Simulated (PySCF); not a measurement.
**Two runs on CH9BOSi2**

System: CH9BOSi2, SMILES BCO[SiH2][SiH3].
Method of the first run: TDDFT HF/def2-SVPD, vertical, gas phase, core orbitals frozen in the response (PySCF 2.14.0).

The geometry comes from this level: PBE0-D3(BJ)/def2-SVP. Text and figures count atoms from 1; the logs count them from 0 in places.

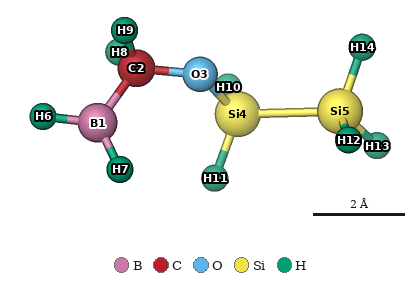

Fig. 1: The structure (ball-and-stick view, seen at a tilt; atoms are numbered from 1 in the order of the input). Bond lengths as drawn: B–C 1.56 Å, B–H 1.21 Å, C–H 1.11 Å, C–O 1.41 Å, H–Si 1.49 to 1.50 Å, O–Si 1.67 Å and Si–Si 2.34 Å.

## Input, the first run
```
{"job": {"kind": "uv", "xc": "HF", "basis": "def2-SVPD", "ip": true}, "charge": 0, "multiplicity": 1}
B     -2.661613     0.290106     0.173456
C     -1.570765     1.056859    -0.627128
O     -0.244567     1.031669    -0.151825
Si     0.764687    -0.286653    -0.325405
Si     2.754732     0.253405     0.777295
H     -3.797544     0.333954    -0.240836
H     -2.416836    -0.309592     1.193563
H     -1.632584     0.777338    -1.702937
H     -1.916715     2.114152    -0.629549
H      1.001316    -0.570307    -1.780900
H      0.137875    -1.520004     0.257052
H      2.492686     0.499326     2.228021
H      3.721260    -0.881893     0.647665
H      3.365974     1.477417     0.175418
```

The first line tells a small driver script what to run in PySCF; the rest is the geometry in Å.

Launched with:
```bash
OMP_NUM_THREADS=1 python <driver script> task.json out
```

Hardware: 1 CPU thread, shared host.

## Output (the first run)
```
final grid: 105824 points
cycle   1  E = -720.1329781792  dE =  1.058e-01  |g| = 5.666e-01  |ddm| = 3.830e+00
cycle   2  E = -720.2131844335  dE = -8.021e-02  |g| = 3.175e-01  |ddm| = 1.193e+00
cycle   3  E = -720.2337708519  dE = -2.059e-02  |g| = 7.607e-02  |ddm| = 4.234e-01
cycle   4  E = -720.2358185862  dE = -2.048e-03  |g| = 1.256e-02  |ddm| = 2.068e-01
cycle   5  E = -720.2358972280  dE = -7.864e-05  |g| = 3.351e-03  |ddm| = 4.100e-02
cycle   6  E = -720.2359040418  dE = -6.814e-06  |g| = 9.444e-04  |ddm| = 1.109e-02
cycle   7  E = -720.2359046832  dE = -6.414e-07  |g| = 2.113e-04  |ddm| = 3.481e-03
cycle   8  E = -720.2359047214  dE = -3.825e-08  |g| = 4.775e-05  |ddm| = 9.375e-04
cycle   9  E = -720.2359047234  dE = -1.968e-09  |g| = 1.373e-05  |ddm| = 2.012e-04
cycle  10  E = -720.2359047236  dE = -1.810e-10  |g| = 4.245e-06  |ddm| = 5.235e-05
converged SCF energy = -720.2359047236

Static polarisability (au): isotropic 82.347, principal 72.875 75.683 98.484

Singlet excitations
state   eV       nm        f      main configurations
  1   6.5256    190.0   0.00254   H-1->L 0.58, H-2->L 0.10
  2   6.9306    178.9   0.00047   H-5->L 0.73
  3   7.6030    163.1   0.03841   H->L+3 0.24, H->L+4 0.24, H->L+5 0.18
  4   8.1054    153.0   0.04624   H->L+6 0.60, H->L+5 0.10
  5   8.4334    147.0   0.00208   H-1->L+4 0.26, H-1->L+3 0.22, H-1->L+1 0.11
  6   8.7429    141.8   0.00889   H->L+2 0.51, H->L+4 0.17, H->L+1 0.10
  7   8.9386    138.7   0.77089   H->L+3 0.41, H->L 0.21
  8   9.2727    133.7   0.04440   H->L+7 0.56, H->L+10 0.10
  9   9.3282    132.9   0.10195   H-1->L+1 0.22, H-3->L 0.15, H-2->L 0.09
 10   9.3775    132.2   0.01234   H-1->L+1 0.19, H-3->L 0.18

Triplet excitations (Tamm-Dancoff, eV): 5.7391 5.9188 6.4067 6.7274
Vertical ionisation energy (delta-SCF) = 9.2429 eV
```

The second run used a changed input.

## The two runs side by side

```tsv
quantity	the first run	the second run
outcome	converged	converged
total energy (hartree)	−720.235905	−722.206443
HOMO (eV)	−10.93	−9.25
LUMO (eV)	1.98	−0.51
dipole moment (D)	1.01	0.93
lowest excitation (eV)	6.53	5.55
SCF iterations	10	11
strongest computed line (eV)	8.94	6.87
basis functions	183	183
wall time (shared host)	21 s	2.1 min
```

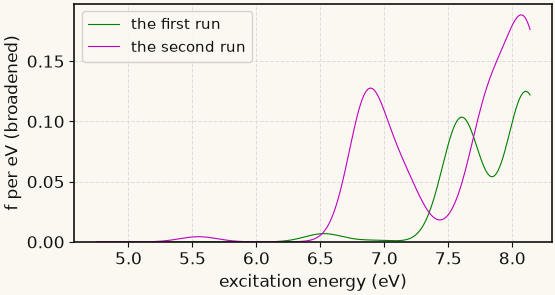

Fig. 2: Absorption of the two runs from their computed states, each broadened by a Gaussian of 0.35 eV full width; the range ends where the shorter list of states ends.

Which change of the input explains these differences?

The change (lines with − go, lines with + come):
```diff
-"xc": "HF"
+"xc": "BHandHLYP"
```

The total energies belong to different methods, so their difference says nothing on which is more stable or more accurate. The HOMO goes from −10.93 to −9.25 eV. The LUMO goes from 1.98 to −0.51 eV. The dipole moment goes from 1.01 to 0.93 D. The lowest excitation goes from 6.53 to 5.55 eV. The strongest computed line goes from 8.94 to 6.87 eV. The method changes from HF to BHandHLYP. The SCF takes 11 iterations against 10.

## Output (the second run)
```
coarse grid: 12088 points
cycle   1  E = -722.0671291323  dE =  5.355e-02  |g| = 5.780e-01  |ddm| = 4.170e+00
cycle   2  E = -722.0392517979  dE =  2.788e-02  |g| = 7.234e-01  |ddm| = 1.560e+00
cycle   3  E = -722.1390827647  dE = -9.983e-02  |g| = 4.862e-02  |ddm| = 7.803e-01
cycle   4  E = -722.1396735879  dE = -5.908e-04  |g| = 1.074e-02  |ddm| = 1.036e-01
cycle   5  E = -722.1397091179  dE = -3.553e-05  |g| = 2.480e-03  |ddm| = 2.827e-02
cycle   6  E = -722.1397109579  dE = -1.840e-06  |g| = 5.574e-04  |ddm| = 4.595e-03
final grid: 105824 points
cycle   7  E = -722.2064425872  dE = -8.481e-06  |g| = 1.095e-03  |ddm| = 4.058e-02
cycle   8  E = -722.2064428003  dE = -2.132e-07  |g| = 7.887e-04  |ddm| = 4.413e-03
cycle   9  E = -722.2064429520  dE = -1.517e-07  |g| = 1.020e-04  |ddm| = 9.686e-04
cycle  10  E = -722.2064429547  dE = -2.693e-09  |g| = 5.272e-05  |ddm| = 2.861e-04
cycle  11  E = -722.2064429554  dE = -6.742e-10  |g| = 1.644e-05  |ddm| = 8.353e-05
converged SCF energy = -722.2064429554

Static polarisability (au): isotropic 86.852, principal 75.852 78.995 105.710

Singlet excitations
state   eV       nm        f      main configurations
  1   5.5473    223.5   0.00160   H-1->L 0.72, H->L 0.14
  2   6.4056    193.6   0.00006   H-5->L 0.55, H-4->L 0.39
  3   6.8697    180.5   0.04429   H->L 0.55, H->L+1 0.20, H-1->L 0.12
  4   7.1439    173.6   0.00985   H->L+1 0.54, H->L 0.09, H-1->L+1 0.08
  5   7.1656    173.0   0.00773   H-1->L+1 0.71
  6   7.5566    164.1   0.00312   H-2->L 0.70, H->L 0.09
  7   7.8100    158.8   0.03784   H->L+4 0.64
  8   7.9950    155.1   0.00606   H->L+2 0.66, H->L+3 0.11, H->L+5 0.09
  9   8.0920    153.2   0.03000   H-3->L 0.43, H-6->L 0.25
 10   8.1388    152.3   0.03005   H-1->L+2 0.56, H-1->L+3 0.11

Triplet excitations (Tamm-Dancoff, eV): 5.0717 5.6388 6.2212 6.6320
Vertical ionisation energy (delta-SCF) = 9.9999 eV
```
